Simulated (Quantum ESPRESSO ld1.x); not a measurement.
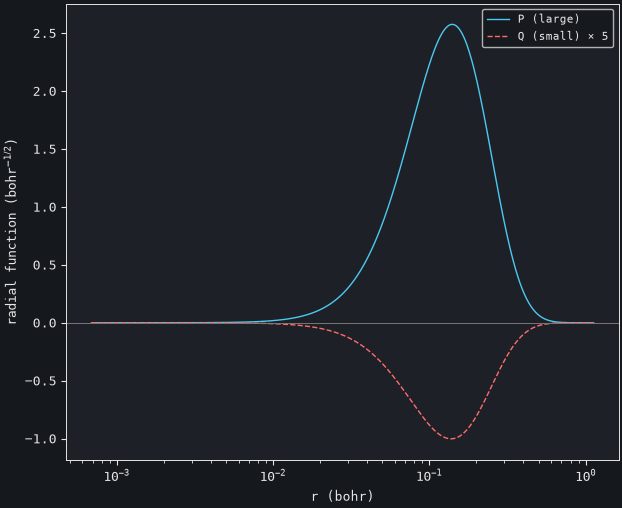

Ta⁵⁸⁺ (Z = 73, 15 electrons) in the configuration [Ne] 3s2 3p3 (3p1/2: 2, 3p3/2: 1). The calculation used Quantum ESPRESSO ld1.x 7.5 at this level: Dirac Kohn-Sham, LDA (Slater exchange, VWN5 correlation), spin-unpolarised, spherical densities, point nucleus.

The plot shows the large and small radial components of the 3d5/2 spinor.

Read the plot.

The spinor has κ = −3: the large component has l = 2 and 0 radial nodes, the small one has l = 3. The small component carries 0.60 % of the norm; ⟨r⟩ = 0.165 bohr and the eigenvalue is −5544 eV.
